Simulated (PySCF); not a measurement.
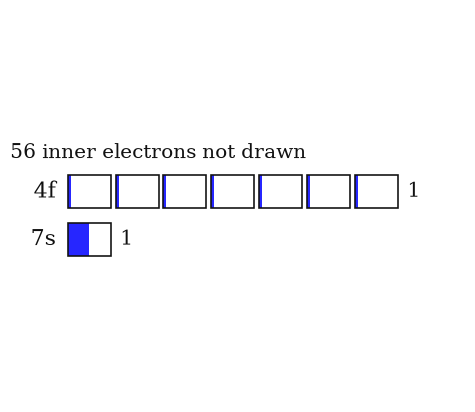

The outer shells of the nominal configuration: a box for each of the 2l + 1 orbitals, shaded by the share of the shell that is filled, with the electron count at the right.

**Atomic calculation for Ce**

System: Ce, configuration 1s2 2s2 2p6 3s2 3p6 3d10 4s2 4p6 4d10 4f1 5s2 5p6 6s2 7s1, multiplicity 1.
Method: unrestricted BLYP, ANO-RCC-VTZP, spin-free X2C-1e, Gaussian nucleus (PySCF).

Output (extracts):
```
damping factor = 0
level_shift factor = 0
DIIS = <class 'pyscf.scf.diis.CDIIS'>
diis_start_cycle = 1
diis_space = 10
diis_damp = 0
SCF conv_tol = 1e-09
SCF conv_tol_grad = None
number electrons alpha = 29  beta = 29
XC functionals = BLYP
    A. D. Becke.,  Phys. Rev. A 38, 3098 (1988)
    C. Lee, W. Yang, and R. G. Parr.,  Phys. Rev. B 37, 785 (1988)
    B. Miehlich, A. Savin, H. Stoll, and H. Preuss.,  Chem. Phys. Lett. 157, 200 (1989)
cycle= 1 E= -8859.49637033104  delta_E= -0.0134  |g|= 0.0473  |ddm|= 0.191
cycle= 2 E= -8859.49688761725  delta_E= -0.000517  |g|= 0.0155  |ddm|= 0.0831
cycle= 3 E= -8859.49696192633  delta_E= -7.43e-05  |g|= 0.00498  |ddm|= 0.0998
cycle= 4 E= -8859.49692620147  delta_E= 3.57e-05  |g|= 0.00151  |ddm|= 0.0788
cycle= 5 E= -8859.49691235138  delta_E= 1.39e-05  |g|= 0.000658  |ddm|= 0.0342
cycle= 6 E= -8859.49690909123  delta_E= 3.26e-06  |g|= 0.000633  |ddm|= 0.0198
cycle= 7 E= -8859.49691581115  delta_E= -6.72e-06  |g|= 0.000846  |ddm|= 0.0217
cycle= 8 E= -8859.49690402556  delta_E= 1.18e-05  |g|= 0.00227  |ddm|= 0.0368
cycle= 9 E= -8859.49690882048  delta_E= -4.79e-06  |g|= 0.000319  |ddm|= 0.0429
cycle= 10 E= -8859.49690907713  delta_E= -2.57e-07  |g|= 7.1e-05  |ddm|= 0.00554
cycle= 11 E= -8859.49690904172  delta_E= 3.54e-08  |g|= 2.82e-05  |ddm|= 0.00271
cycle= 12 E= -8859.4969090372  delta_E= 4.52e-09  |g|= 1.38e-05  |ddm|= 0.00103
cycle= 13 E= -8859.49690903697  delta_E= 2.29e-10  |g|= 3.22e-06  |ddm|= 0.000169
converged SCF energy = -8859.49690903697  <S^2> = 1.000627  2S+1 = 2.2366287
```

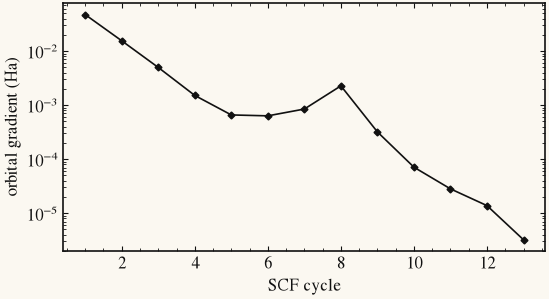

Convergence: orbital gradient against the SCF cycle. The residual comes down, with one marked jump up, by a factor of about 3, at step 8. It goes from 0.047 to 3.2×10⁻⁶ in 13 steps.

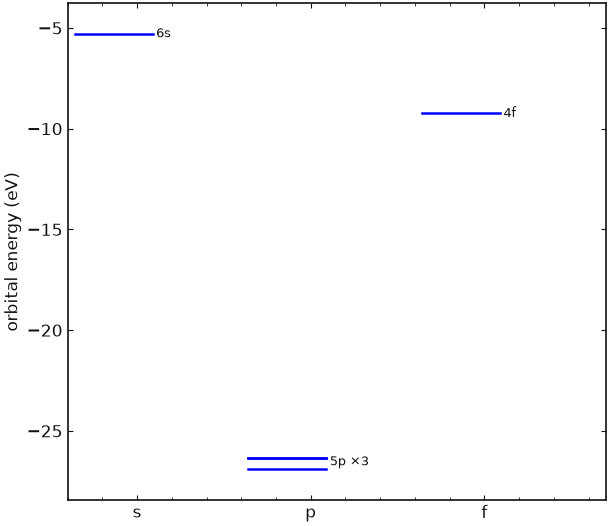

Orbital energies of the mean field, from the top down to −26.9 eV, by angular momentum; ×n counts the orbitals under one label. Empty levels that the record names by l alone aren't drawn. The highest filled orbital is 7s at 0.244 eV, the lowest empty one f at −9.61 eV. A filled level above zero isn't a property of the atom (see the remarks).

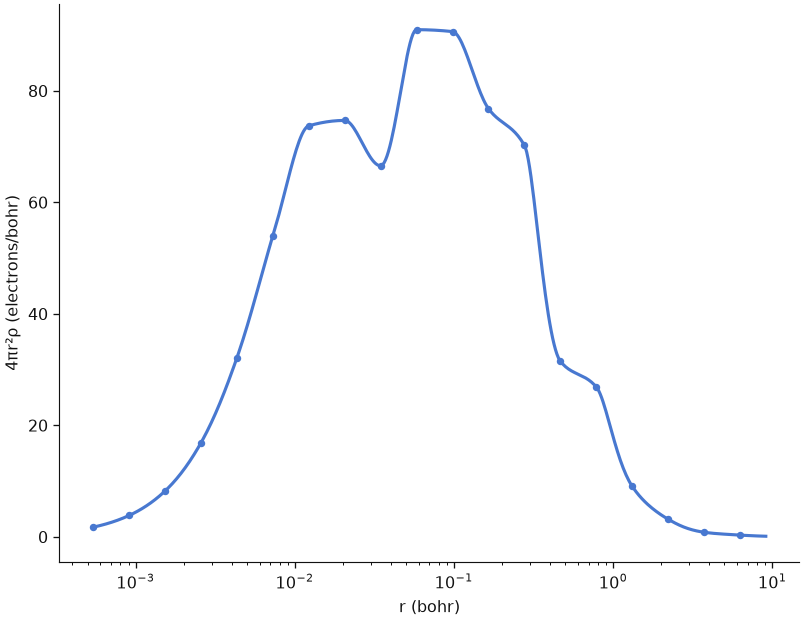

Spherically averaged radial density 4πr²ρ of the mean field; markers are the stored points, which are sparse, and the line is a monotone interpolation between them. The largest stored value is 91.0 electrons/bohr at r = 0.058 bohr. Root-mean-square radii of the shells: 4d 0.802, 4f 1.24, 5s 1.60, 5p 1.86, 6s 4.26, 7s 7.42 bohr. That of 7s is set by the basis, since the level lies above zero.

The input:
```python
from pyscf import gto, scf, dft, mp, cc
import basis_set_exchange as bse
mol = gto.M(atom="Ce 0 0 0", charge=0, spin=0, symmetry="D2h",
            basis=gto.basis.parse(bse.get_basis("ANO-RCC-VTZP", elements=["Ce"], fmt="nwchem")),
            nucmod="G")
mf = dft.UKS(mol, xc="BLYP").sfx2c1e()
mf.irrep_nelec = {'Ag': (10, 11), 'B1g': (2, 2), 'B2g': (2, 2), 'B3g': (2, 2), 'B1u': (4, 4), 'B2u': (5, 4), 'B3u': (4, 4)}
mf.kernel()
```

The script is an equivalent of what the driver set up; the driver started from orbitals of its own, so the log can be shorter than this script's would be, and it computed the properties (radii, ⟨L²⟩, response) afterwards. It held the occupations shell by shell, which the script's counts by irreducible representation don't always enforce.

Key numbers:

| quantity | value |
| --- | --- |
| outcome | converged; a filled orbital lies above zero |
| total energy | −8859.4969 hartree |
| ⟨S²⟩ | 1.001 |
| ⟨L²⟩ | 12.08 |
| SCF iterations | 13 |
| hardware | 1 CPU thread, shared host |
| CPU time | 6.7 s (integrals apart) |

Notes:

The highest filled orbital (7s, 0.244 eV) lies above zero. Either the basis lacks functions of the right size for that shell or the functional's self-interaction leaves it unbound, so its level and radius depend on the basis and aren't properties of the atom. The driver held the occupations shell by shell, and empty f levels lie below the filled 6s. Radii and densities are those of the two-component orbitals, without the picture-change correction, so the innermost s shells come out slightly too small (about 1 % for 1s near Z = 40, more for heavier atoms). This is not the ground configuration of the species. ⟨S²⟩ is 1.00 where a pure state of this multiplicity has 0.00, so the determinant is spin-contaminated.
